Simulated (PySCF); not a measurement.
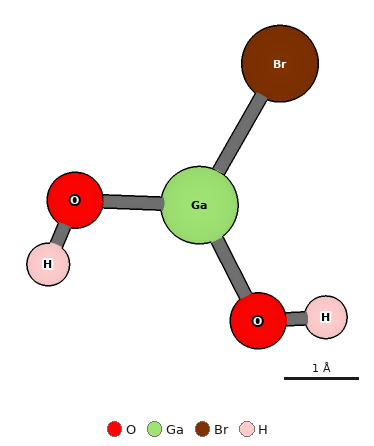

Figure 1. The structure as given in the input (ball-and-stick view, seen at a tilt). Sticks mark near contacts.

# Excited-state calculation, with input and output: GaH2BrO2

GaH2BrO2, SMILES [OH][Ga]([OH])[Br], computed with TDDFT CAM-B3LYP/def2-SVPD, vertical, gas phase, core orbitals frozen in the response (PySCF 2.14.0).

The geometry comes from this level: PBE0-D3(BJ)/def2-SVP.

**What the program printed**
```
coarse grid: 30056 points
cycle   1  E = -4650.1083506476  dE = -1.220e+00  |g| = 1.089e+00  |ddm| = 3.133e+00
cycle   2  E = -4649.8443725991  dE =  2.640e-01  |g| = 1.645e+00  |ddm| = 3.027e+00
cycle   3  E = -4650.3201732381  dE = -4.758e-01  |g| = 8.317e-02  |ddm| = 1.819e+00
cycle   4  E = -4650.3214295127  dE = -1.256e-03  |g| = 4.830e-02  |ddm| = 1.456e-01
cycle   5  E = -4650.3217677411  dE = -3.382e-04  |g| = 7.301e-03  |ddm| = 4.052e-02
cycle   6  E = -4650.3217763771  dE = -8.636e-06  |g| = 2.423e-03  |ddm| = 1.104e-02
final grid: 59528 points
cycle   7  E = -4650.3217734564  dE =  5.134e-07  |g| = 3.290e-03  |ddm| = 5.850e-03
cycle   8  E = -4650.3217710019  dE =  2.454e-06  |g| = 4.954e-03  |ddm| = 6.934e-03
cycle   9  E = -4650.3217755053  dE = -4.503e-06  |g| = 2.641e-04  |ddm| = 4.203e-03
cycle  10  E = -4650.3217755203  dE = -1.503e-08  |g| = 3.479e-05  |ddm| = 3.206e-04
cycle  11  E = -4650.3217755207  dE = -4.293e-10  |g| = 1.995e-05  |ddm| = 6.961e-05
```

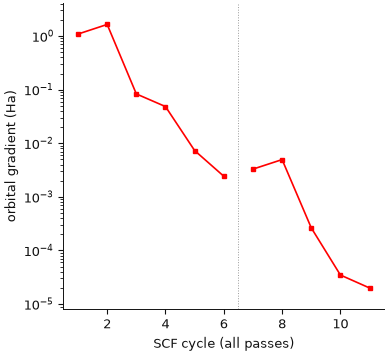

Figure 2. Convergence of the self-consistent field: orbital gradient against the SCF cycle. The dotted line marks the change from a coarse to the final integration grid. The first 6 cycles use a coarse grid, the final grid takes over at cycle 7, and the field converges after 11 cycles in all.

```
converged SCF energy = -4650.3217755207

Static polarisability (au): isotropic 55.367, principal 43.798 54.735 67.569

Singlet excitations
state   eV       nm        f      main configurations
  1   6.0618    204.5   0.03799   H->L 0.91
  2   6.0831    203.8   0.00757   H-1->L 0.91
  3   6.4584    192.0   0.00009   H-2->L 0.93
  4   7.0231    176.5   0.00009   H->L+1 0.98
  5   7.1378    173.7   0.02955   H-3->L 0.48, H-1->L+1 0.45
  6   7.3609    168.4   0.11071   H-4->L 0.88

Triplet excitations (Tamm-Dancoff, eV): 5.6425 5.7295
Vertical ionisation energy (delta-SCF) = 11.3499 eV
Vertical electron affinity (delta-SCF) = 0.1120 eV
```

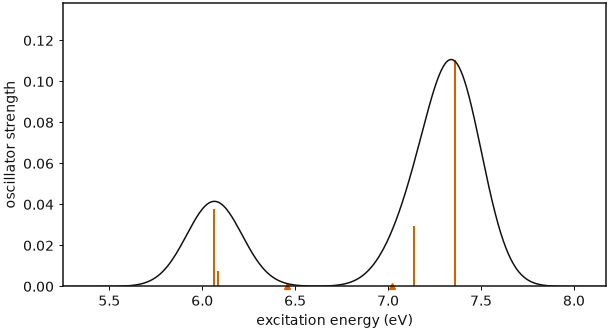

Figure 3. Computed excitations as sticks (degenerate states added up, dark ones marked on the axis), with a Gaussian envelope of 0.35 eV full width at half maximum, scaled to the tallest. Of the 6 states the lowest lies at 6.06 eV (f = 0.038); the strongest line is at 7.36 eV, or 168 nm (f = 0.111).

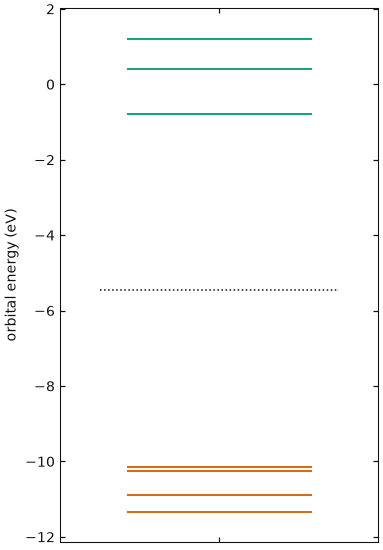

Figure 4. Orbital energies near the frontier; the dotted line parts filled from empty levels, and levels within 0.02 eV of each other stand side by side. Highest filled −10.15 eV, lowest empty −0.78 eV, 9.37 eV apart.

The run was set up as follows.

**Input**
```
{"job": {"kind": "uv", "xc": "CAM-B3LYP", "basis": "def2-SVPD", "nstates": 6, "ntriplets": 2, "ip": true}, "charge": 0, "multiplicity": 1}
O     -0.747008    -1.206798    -0.058972
Ga     0.339596     0.193389    -0.071288
O     -0.337400     1.806715     0.173373
Br     2.573095    -0.040441    -0.394242
H     -0.302829    -2.049266    -0.202809
H     -1.293137     1.789367     0.299180
```

The first line tells a small driver script what to run in PySCF; the rest is the geometry in Å.

Launched with:
```bash
OMP_NUM_THREADS=1 python <driver script> task.json out
```

**Results in brief**

| quantity | value |
| --- | --- |
| outcome | converged |
| total energy | −4650.321776 hartree |
| HOMO | −10.15 eV |
| LUMO | −0.78 eV |
| dipole moment | 1.43 D |
| mean polarisability | 55.37 a.u. |
| vertical ionisation energy | 11.35 eV |
| vertical electron affinity | 0.11 eV |
| lowest singlet excitation | 6.06 eV |
| hardware | 1 CPU thread, shared host |
| wall time | 76 s |
| peak memory | 0.76 GiB |

**Remarks**

Spin–orbit coupling is left out, which matters for the heavy atoms.
